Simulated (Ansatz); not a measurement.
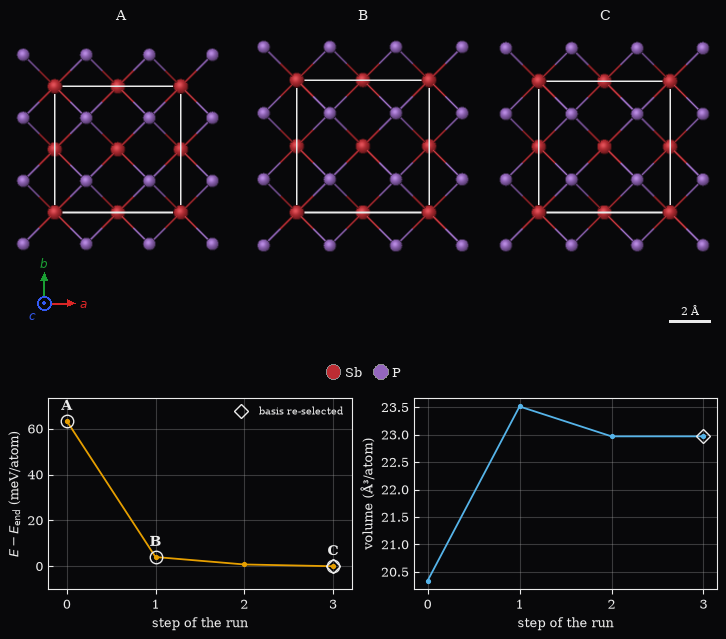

Frames of a relaxation of crystalline SbP$_{2}$ (built on the fluorite_225 type) (coarse preliminary run), marked on the history of the run. Style: ball-and-stick. Shown: the conventional cell (4 times the calculation's cell), along the c axis. Lengths and directions refer to the drawn axes.

Case: fluorite type (Fm-3m, No. 225).

Method: DFT PBE, scalar-relativistic, plane waves, PAW (Ansatz 0.2.0).

The input:
```yaml
crystal:
  lattice:
    - [0.0, 3.1246681347, 3.1246681347]
    - [3.1246681347, 0.0, 3.1246681347]
    - [3.1246681347, 3.1246681347, 0.0]
  atoms:
    - { symbol: Sb, position: [0.0, 0.0, 0.0] }
    - { symbol: P, position: [0.25, 0.25, 0.25] }
    - { symbol: P, position: [0.75, 0.75, 0.75] }
basis:
  ecutwfc: 420
kpoints:
  mp_grid: { grid: [6, 6, 6] }
hamiltonian:
  xc: pbe
scf:
  occupations: { method: gaussian, width: 0.1 }
  lower_state_search: "off"
output:
  forces: true
  stress: true
  eigenvalues: true
relax:
  adjacent_minimum: "off"
  f_tol: 0.04
  max_steps: 70
  cell: { stress_tol: 0.4 }
```

Run as
```bash
ansatz run input.yaml --threads 1 --pin off --max-ram 2560MiB --backend cpu --events-out ev --progress --plain --runs-dir out
```

> Describe the path.

Over 2 accepted moves (3 points after the start) the energy falls by 63.4 meV per atom. All forces vanish by symmetry, so only the cell relaxes. The pressure goes from 8.83 to −0.20 GPa. The SCF was repeated once at an unchanged geometry on a basis and grid sized afresh for the cell, which shifted the energy by 0.8 meV per atom at most. No atom moves by more than 0.005 Å relative to the cell. The drawn cell changes as follows: a = b = c 6.249 → 6.508 Å (+4.1 %); the volume changes by +12.9 %. Among the contacts that change: Sb1–P2 2.706 → 2.818 Å. The space group stays Fm-3m (No. 225). Cost: 3 s on 1 thread of Intel(R) Xeon(R) 6975P-C (Granite Rapids), with other jobs on the host, peak memory 0.39 GiB. From step 0 to 1: volume +15.6 %, energy −59.4 meV per atom. From step 1 to 3: volume −2.3 %, energy −4.0 meV per atom.

| step | E − E(0), meV/atom | pressure, GPa | volume, Å³/atom | note |
| --- | --- | --- | --- | --- |
| 0 | 0.00 | 8.83 | 20.339 |  |
| 1 | -59.36 | -1.58 | 23.514 |  |
| 2 | -62.60 | -0.24 | 22.970 |  |
| 3 | -63.38 | -0.20 | 22.970 | same geometry, new basis |
